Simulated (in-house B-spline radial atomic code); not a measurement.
# Xe⁺: excited configurations

Wanted: excitation energies of Xe⁺ as differences of total energies (ΔSCF).

Method: scalar-relativistic (spin-free one-electron X2C) HSE06, spin-polarised, spherical density, exact exchange averaged over the configuration, Fermi nucleus, basis-set limit. Code: in-house B-spline radial atomic code version 1.

### 1 The system

- element: xenon (Z = 54)
- charge: +1
- electrons: 53
- configuration: [Kr] 4d10 5s2 5p5
- Hamiltonian: scalar-relativistic (X2C)
- nucleus: Fermi, rms radius 4.786 fm

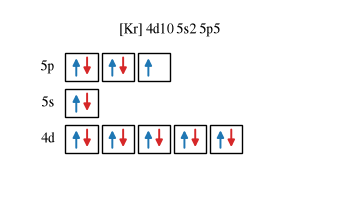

Occupation of the outer shells (arrows by Hund's rule).

Where spins are not typed, each open shell is filled with up spins first.

### 2 The base configuration

Input settings:

```ini
Z = 54
electrons = 53.0
configuration = [Kr] 4d10 5s2 5p5
hamiltonian = x2c
method = hse06
spin_polarised = True
nucleus = fermi
rms_radius = 4.7859
mass_number = 132
atomic_mass = 131.90415508346
speed_of_light = 137.035999084
exact_exchange = averaged over the configuration
```

Launch:

```
> python run_scf.py task.json out
```

The settings of every run stand in task.json; they run in order.

From the run's result record (rounded, not every field):

```text
{
  "status": "converged",
  "scf [iteration, energy, orbital gradient]": [
    [1, -7441.10114916, 0.48],
    [2, -7443.04731963, 0.284],
    [3, -7445.60256296, 0.0391],
    [4, -7445.66321194, 0.0119],
    [5, -7445.66528904, 0.00346],
    [6, -7445.66575165, 0.00112],
    [7, -7445.66577756, 0.000123],
    [8, -7445.66577791, 2.03e-05],
    [9, -7445.66577792, 1.51e-06],
    [10, -7445.66577792, 1.06e-07]
  ],
  "energy [hartree]": {"total": -7445.66577792, "kinetic": 7911.61191299, "nuclear": -18089.4160581, "coulomb": 2920.26134092, "exact_exchange": -45.549566004, "xc": -142.573407744},
  "orbitals [hartree, bohr; first row names the columns]": [
    ["name", "occ", "eps", "<r>", "<r^2>", "<1/r>", "r_max"],
    ["1s up", 1.0, -1264.8224, 0.026033, 0.00092912, 61.168, 0.016414],
    ["1s down", 1.0, -1264.8206, 0.026033, 0.00092912, 61.168, 0.016414],
    ["2s up", 1.0, -198.09487, 0.11402, 0.015399, 13.949, 0.096821],
    ["2s down", 1.0, -198.09401, 0.11402, 0.015399, 13.949, 0.096822],
    ["2p up", 3.0, -177.85804, 0.1, 0.012223, 12.799, 0.077476],
    ["2p down", 3.0, -177.85635, 0.1, 0.012223, 12.799, 0.077477],
    ["3s up", 1.0, -41.226102, 0.30567, 0.10692, 4.9367, 0.27887],
    ["3s down", 1.0, -41.224379, 0.30567, 0.10692, 4.9367, 0.27887],
    ["3p up", 3.0, -34.631072, 0.3037, 0.10705, 4.5863, 0.27273],
    ["3p down", 3.0, -34.628828, 0.30371, 0.10705, 4.5862, 0.27274],
    ["3d up", 5.0, -24.785833, 0.28067, 0.093111, 4.3142, 0.22601],
    ["3d down", 5.0, -24.784276, 0.28066, 0.093106, 4.3142, 0.22601],
    ["4s up", 1.0, -7.9117242, 0.71693, 0.58024, 1.9771, 0.66158],
    ["4s down", 1.0, -7.9071404, 0.71699, 0.58029, 1.9767, 0.66168],
    ["4p up", 3.0, -5.7953149, 0.76456, 0.66537, 1.794, 0.69354],
    ["4p down", 3.0, -5.7904143, 0.76475, 0.66565, 1.7933, 0.69375],
    ["4d up", 5.0, -2.6686491, 0.87652, 0.8964, 1.5107, 0.74882],
    ["4d down", 5.0, -2.6637686, 0.87511, 0.89285, 1.5123, 0.74882],
    ["5s up", 1.0, -1.1482205, 1.8354, 3.7948, 0.7137, 1.6225],
    ["5s down", 1.0, -1.1061693, 1.833, 3.7896, 0.7162, 1.6155],
    ["5p up", 3.0, -0.67285949, 2.1825, 5.4124, 0.58999, 1.8744],
    ["5p down", 2.0, -0.64331288, 2.1948, 5.4864, 0.58815, 1.874]
  ],
  "sum_r [bohr^k]": {"-1": 341.7693, "1": 35.50601, "2": 50.78731}
}
```

Wall time 1.9 s (1 thread, shared host).

### 3 Configuration [Kr] 4d10 5s2 5p4 6d1

The settings differ from step 2 so:

```diff
@@ -2,3 +2,3 @@
 electrons = 53.0
-configuration = [Kr] 4d10 5s2 5p5
+configuration = [Kr] 4d10 5s2 5p4 6d1
 hamiltonian = x2c
```

Result record:

```text
{
  "status": "converged",
  "iterations": 10,
  "energy [hartree]": {"total": -7445.0515215, "kinetic": 7911.01937692, "nuclear": -18074.2945303, "coulomb": 2906.08337717, "exact_exchange": -45.4903631462, "xc": -142.369382175},
  "orbitals [hartree, bohr; first row names the columns]": [
    ["name", "occ", "eps", "<r>"],
    ["1s up", 1.0, -1265.1041, 0.026033],
    ["1s down", 1.0, -1265.1001, 0.026033],
    ["2s up", 1.0, -198.37255, 0.11402],
    ["2s down", 1.0, -198.37051, 0.11402],
    ["2p up", 3.0, -178.13649, 0.1],
    ["2p down", 3.0, -178.13266, 0.1],
    ["3s up", 1.0, -41.502565, 0.30567],
    ["3s down", 1.0, -41.498718, 0.30567],
    ["3p up", 3.0, -34.907714, 0.3037],
    ["3p down", 3.0, -34.902714, 0.3037],
    ["3d up", 5.0, -25.062292, 0.28066],
    ["3d down", 5.0, -25.058725, 0.28065],
    ["4s up", 1.0, -8.1866209, 0.71678],
    ["4s down", 1.0, -8.1761158, 0.71688],
    ["4p up", 3.0, -6.0697353, 0.76436],
    ["4p down", 3.0, -6.0584326, 0.76448],
    ["4d up", 5.0, -2.9418411, 0.8759],
    ["4d down", 5.0, -2.9303354, 0.87286],
    ["5s up", 1.0, -1.4023085, 1.7988],
    ["5s down", 1.0, -1.3116223, 1.793],
    ["5p up", 3.0, -0.90649718, 2.0898],
    ["5p down", 1.0, -0.84073172, 2.1074],
    ["6d up", 1.0, -0.12616215, 8.3411]
  ],
  "sum_r [bohr^k]": {"-1": 341.4895, "1": 41.194, "2": 120.1177},
  "energy_minus_base [hartree]": 0.614256418
}
```

Wall time 1.9 s (1 thread, shared host).

energy_minus_base is the energy less that of the reference run.

### 4 Run with [Kr] 4d9 4f1 5s2 5p5

The settings differ from step 3 so:

```diff
@@ -2,3 +2,3 @@
 electrons = 53.0
-configuration = [Kr] 4d10 5s2 5p4 6d1
+configuration = [Kr] 4d9 4f1 5s2 5p5
 hamiltonian = x2c
```

Result record:

```text
{
  "status": "converged",
  "iterations": 12,
  "energy [hartree]": {"total": -7442.94148933, "kinetic": 7909.10399823, "nuclear": -18059.9145293, "coulomb": 2895.15240466, "exact_exchange": -45.2375219386, "xc": -142.045841022},
  "orbitals [hartree, bohr; first row names the columns]": [
    ["name", "occ", "eps", "<r>"],
    ["1s up", 1.0, -1265.3805, 0.026034],
    ["1s down", 1.0, -1265.3781, 0.026034],
    ["2s up", 1.0, -198.67802, 0.11402],
    ["2s down", 1.0, -198.65967, 0.11402],
    ["2p up", 3.0, -178.43978, 0.1],
    ["2p down", 3.0, -178.42299, 0.099996],
    ["3s up", 1.0, -41.77399, 0.30561],
    ["3s down", 1.0, -41.76352, 0.30557],
    ["3p up", 3.0, -35.17981, 0.30362],
    ["3p down", 3.0, -35.167287, 0.30358],
    ["3d up", 5.0, -25.342225, 0.28052],
    ["3d down", 5.0, -25.322512, 0.28061],
    ["4s up", 1.0, -8.4074857, 0.71334],
    ["4s down", 1.0, -8.3395798, 0.71332],
    ["4p up", 3.0, -6.2777964, 0.7588],
    ["4p down", 3.0, -6.2034317, 0.75927],
    ["4d up", 5.0, -3.1211769, 0.86043],
    ["4d down", 4.0, -3.0657008, 0.8606],
    ["4f up", 1.0, -0.092543702, 5.6075],
    ["5s up", 1.0, -1.3937098, 1.7581],
    ["5s down", 1.0, -1.3330132, 1.7619],
    ["5p up", 3.0, -0.87641877, 2.0457],
    ["5p down", 2.0, -0.83211888, 2.0599]
  ],
  "sum_r [bohr^k]": {"-1": 341.2239, "1": 39.22851, "2": 88.50643},
  "energy_minus_base [hartree]": 2.72428859
}
```

Run time: 2.8 s. Hardware: 1 thread, shared host.

### 5 Configuration [Ar] 3d9 4s2 4p6 4d10 5s2 5p5 5f1

The settings differ from step 4 so:

```diff
@@ -2,3 +2,3 @@
 electrons = 53.0
-configuration = [Kr] 4d9 4f1 5s2 5p5
+configuration = [Ar] 3d9 4s2 4p6 4d10 5s2 5p5 5f1
 hamiltonian = x2c
```

Result record:

```text
{
  "status": "converged",
  "iterations": 14,
  "energy [hartree]": {"total": -7420.47671233, "kinetic": 7887.26866341, "nuclear": -17975.7102393, "coulomb": 2853.33677182, "exact_exchange": -44.5225288333, "xc": -140.849379435},
  "orbitals [hartree, bohr; first row names the columns]": [
    ["name", "occ", "eps", "<r>"],
    ["1s up", 1.0, -1266.9811, 0.026034],
    ["1s down", 1.0, -1266.9778, 0.026034],
    ["2s up", 1.0, -200.35006, 0.114],
    ["2s down", 1.0, -200.23474, 0.11396],
    ["2p up", 3.0, -180.11256, 0.099982],
    ["2p down", 3.0, -180.01359, 0.099936],
    ["3s up", 1.0, -42.886455, 0.30374],
    ["3s down", 1.0, -42.741552, 0.30395],
    ["3p up", 3.0, -36.300939, 0.30128],
    ["3p down", 3.0, -36.13872, 0.30158],
    ["3d up", 5.0, -26.573969, 0.27726],
    ["3d down", 4.0, -26.428361, 0.27824],
    ["4s up", 1.0, -8.6903679, 0.70417],
    ["4s down", 1.0, -8.6638894, 0.70497],
    ["4p up", 3.0, -6.5343096, 0.74722],
    ["4p down", 3.0, -6.5084693, 0.74839],
    ["4d up", 5.0, -3.3398821, 0.83999],
    ["4d down", 5.0, -3.3134817, 0.84032],
    ["5s up", 1.0, -1.4935343, 1.7377],
    ["5s down", 1.0, -1.4425883, 1.7384],
    ["5p up", 3.0, -0.96854778, 2.01],
    ["5p down", 2.0, -0.93214493, 2.0221],
    ["5f up", 1.0, -0.088805811, 9.4642]
  ],
  "sum_r [bohr^k]": {"-1": 339.6677, "1": 43.10731, "2": 149.5563},
  "energy_minus_base [hartree]": 25.1890656
}
```

Wall time 3.2 s (1 thread, shared host).

### 6 [Kr] 4d10 5s1 5p5 6p1

The settings differ from step 5 so:

```diff
@@ -2,3 +2,3 @@
 electrons = 53.0
-configuration = [Ar] 3d9 4s2 4p6 4d10 5s2 5p5 5f1
+configuration = [Kr] 4d10 5s1 5p5 6p1
 hamiltonian = x2c
```

Result record:

```text
{
  "status": "converged",
  "iterations": 10,
  "energy [hartree]": {"total": -7444.67244563, "kinetic": 7910.48687921, "nuclear": -18073.8459855, "coulomb": 2906.49596482, "exact_exchange": -45.4638067983, "xc": -142.345497365},
  "orbitals [hartree, bohr; first row names the columns]": [
    ["name", "occ", "eps", "<r>"],
    ["1s up", 1.0, -1265.1007, 0.026033],
    ["1s down", 1.0, -1265.0944, 0.026033],
    ["2s up", 1.0, -198.3685, 0.11402],
    ["2s down", 1.0, -198.36426, 0.11402],
    ["2p up", 3.0, -178.13184, 0.1],
    ["2p down", 3.0, -178.12769, 0.1],
    ["3s up", 1.0, -41.499563, 0.30567],
    ["3s down", 1.0, -41.49234, 0.30568],
    ["3p up", 3.0, -34.904621, 0.3037],
    ["3p down", 3.0, -34.898577, 0.3037],
    ["3d up", 5.0, -25.058997, 0.28066],
    ["3d down", 5.0, -25.05467, 0.28064],
    ["4s up", 1.0, -8.1831412, 0.7167],
    ["4s down", 1.0, -8.16571, 0.71708],
    ["4p up", 3.0, -6.0659893, 0.76421],
    ["4p down", 3.0, -6.0518998, 0.76383],
    ["4d up", 5.0, -2.9368857, 0.87512],
    ["4d down", 5.0, -2.921079, 0.87139],
    ["5s up", 1.0, -1.3789017, 1.786],
    ["5p up", 3.0, -0.87588054, 2.075],
    ["5p down", 2.0, -0.79620802, 2.1108],
    ["6p up", 1.0, -0.20712066, 5.6303]
  ],
  "sum_r [bohr^k]": {"-1": 341.479, "1": 38.73339, "2": 79.35407},
  "energy_minus_base [hartree]": 0.993332288
}
```

Run time: 1.9 s. Hardware: 1 thread, shared host.

### 7 [Ar] 3d10 4s2 4p5 4d10 5s2 5p5 6d1

The settings differ from step 6 so:

```diff
@@ -2,3 +2,3 @@
 electrons = 53.0
-configuration = [Kr] 4d10 5s1 5p5 6p1
+configuration = [Ar] 3d10 4s2 4p5 4d10 5s2 5p5 6d1
 hamiltonian = x2c
```

Result record:

```text
{
  "status": "converged",
  "iterations": 20,
  "energy [hartree]": {"total": -7439.79073596, "kinetic": 7905.51981278, "nuclear": -18044.9393152, "coulomb": 2886.57424464, "exact_exchange": -45.0925887894, "xc": -141.852889381},
  "orbitals [hartree, bohr; first row names the columns]": [
    ["name", "occ", "eps", "<r>"],
    ["1s up", 1.0, -1265.6491, 0.026033],
    ["1s down", 1.0, -1265.6299, 0.026033],
    ["2s up", 1.0, -198.8623, 0.11402],
    ["2s down", 1.0, -198.85065, 0.11401],
    ["2p up", 3.0, -178.63429, 0.099992],
    ["2p down", 3.0, -178.6144, 0.099996],
    ["3s up", 1.0, -41.964094, 0.30559],
    ["3s down", 1.0, -41.944106, 0.30557],
    ["3p up", 3.0, -35.370649, 0.30359],
    ["3p down", 3.0, -35.344838, 0.30366],
    ["3d up", 5.0, -25.526623, 0.28052],
    ["3d down", 5.0, -25.507565, 0.28046],
    ["4s up", 1.0, -8.5659835, 0.71188],
    ["4s down", 1.0, -8.4520643, 0.7127],
    ["4p up", 3.0, -6.4307787, 0.75667],
    ["4p down", 2.0, -4.6990674, 1.2921],
    ["4d up", 5.0, -3.2621561, 0.85568],
    ["4d down", 5.0, -3.1907934, 0.85831],
    ["5s up", 1.0, -1.486153, 1.743],
    ["5s down", 1.0, -1.4304507, 1.7464],
    ["5p up", 3.0, -0.96050519, 2.0149],
    ["5p down", 2.0, -2.5616463, 1.4934],
    ["6d up", 1.0, -0.12815922, 8.1681]
  ],
  "sum_r [bohr^k]": {"-1": 340.9471, "1": 41.65562, "2": 118.6721},
  "energy_minus_base [hartree]": 5.87504196
}
```

Run time: 3.8 s. Hardware: 1 thread, shared host.

### 8 Configuration [Kr] 4d9 5s2 5p5 5f1

The settings differ from step 7 so:

```diff
@@ -2,3 +2,3 @@
 electrons = 53.0
-configuration = [Ar] 3d10 4s2 4p5 4d10 5s2 5p5 6d1
+configuration = [Kr] 4d9 5s2 5p5 5f1
 hamiltonian = x2c
```

Result record:

```text
{
  "status": "converged",
  "iterations": 14,
  "energy [hartree]": {"total": -7442.90508604, "kinetic": 7909.0847188, "nuclear": -18055.0170565, "coulomb": 2890.25168196, "exact_exchange": -45.234254893, "xc": -141.990175444},
  "orbitals [hartree, bohr; first row names the columns]": [
    ["name", "occ", "eps", "<r>"],
    ["1s up", 1.0, -1265.4717, 0.026034],
    ["1s down", 1.0, -1265.4693, 0.026034],
    ["2s up", 1.0, -198.77108, 0.11402],
    ["2s down", 1.0, -198.75265, 0.11402],
    ["2p up", 3.0, -178.53261, 0.1],
    ["2p down", 3.0, -178.51571, 0.099997],
    ["3s up", 1.0, -41.86935, 0.30561],
    ["3s down", 1.0, -41.85909, 0.30558],
    ["3p up", 3.0, -35.275119, 0.30362],
    ["3p down", 3.0, -35.262805, 0.30358],
    ["3d up", 5.0, -25.437272, 0.28052],
    ["3d down", 5.0, -25.417755, 0.28061],
    ["4s up", 1.0, -8.5028906, 0.71325],
    ["4s down", 1.0, -8.4361101, 0.71326],
    ["4p up", 3.0, -6.3727862, 0.75866],
    ["4p down", 3.0, -6.2997096, 0.75917],
    ["4d up", 5.0, -3.2150607, 0.85998],
    ["4d down", 4.0, -3.1613347, 0.86027],
    ["5s up", 1.0, -1.4803533, 1.7509],
    ["5s down", 1.0, -1.4220911, 1.7564],
    ["5p up", 3.0, -0.95860355, 2.0277],
    ["5p down", 2.0, -0.91790573, 2.0455],
    ["5f up", 1.0, -0.086898042, 9.6137]
  ],
  "sum_r [bohr^k]": {"-1": 341.1332, "1": 43.13471, "2": 154.903},
  "energy_minus_base [hartree]": 2.76069188
}
```

Wall time 3.2 s (1 thread, shared host).

### 9 The excitation energies

| net move | configuration | 2|M_S|+1 | energy above the reference (eV) | largest <r> (bohr) |
| --- | --- | --- | --- | --- |
| 5p → 6d | [Kr] 4d10 5s2 5p4 6d1 | 4 | 16.715 | 8.34 |
| 5s → 6p | [Kr] 4d10 5s1 5p5 6p1 | 4 | 27.030 | 5.63 |
| 4d → 4f | [Kr] 4d9 4f1 5s2 5p5 | 4 | 74.132 | 5.61 |
| 4d → 5f | [Kr] 4d9 5s2 5p5 5f1 | 4 | 75.122 | 9.61 |
| 4p → 6d | [Ar] 3d10 4s2 4p5 4d10 5s2 5p5 6d1 | 4 | 159.87 | 8.17 |
| 3d → 5f | [Ar] 3d9 4s2 4p6 4d10 5s2 5p5 5f1 | 4 | 685.43 | 9.46 |

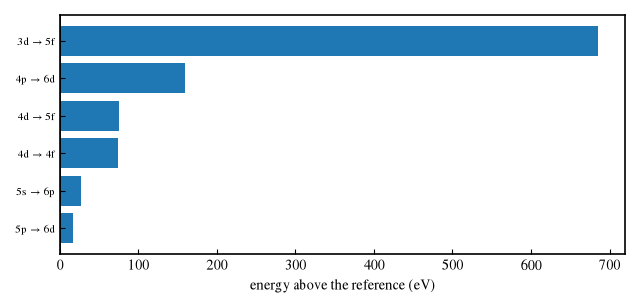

The configurations in order of energy, labelled by the net move of electrons.

The energies run from 16.715 eV (5p → 6d) to 685.43 eV (3d → 5f). 4 of them lie more than 60 % above minus the reference's highest level (17.505 eV), in the range where a state can decay by emitting an electron. Two partly filled shells share a symmetry and can mix in the average, which may lower the energy, for: 4p → 6d. The reference has 2|M_S|+1 = 2; 6 of the configurations differ from it in spin. These are spherical averages at the typed spins, not spectroscopic levels.
